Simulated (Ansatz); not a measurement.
The relaxed structure here is a generated cell of CdTe: the first start was made by placing the elements on the sites of a structure type, and the end was not matched to a known phase here, so it may be hypothetical. Known forms of CdTe include space group No. 216.

A relaxed structure of CdTe. These are r2SCAN (plane waves to 500 eV, PAW, scalar-relativistic; Ansatz, an electronic-structure program) values and carry that method's errors.

P6₂22 (No. 180), hP6; a = b = 4.563 Å, c = 10.467 Å, α = β = 90.00°, γ = 120.00°.

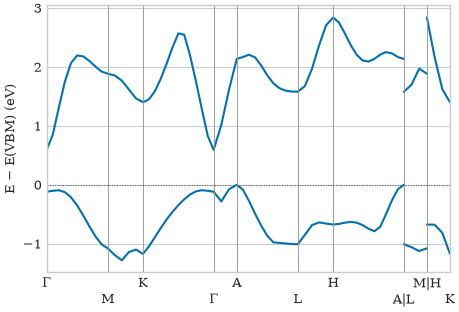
Fig. 1. Highest filled and lowest empty band along the path of this cell's Brillouin zone

**Question.** Read off the gap and say whether it is direct.

**Answer.** 0.59 eV, indirect (valence top at A, conduction bottom at Γ) (no spin-orbit coupling).

**Question.** How far does the top valence band disperse along this path?

**Answer.** About 1.3 eV.

No spin polarisation in the result. Without spin-orbit coupling the bands of the heavy element are not split, so the gap can be far off.

The run could not lose the symmetry of its start: the end is stationary, and may be a saddle point rather than a minimum.
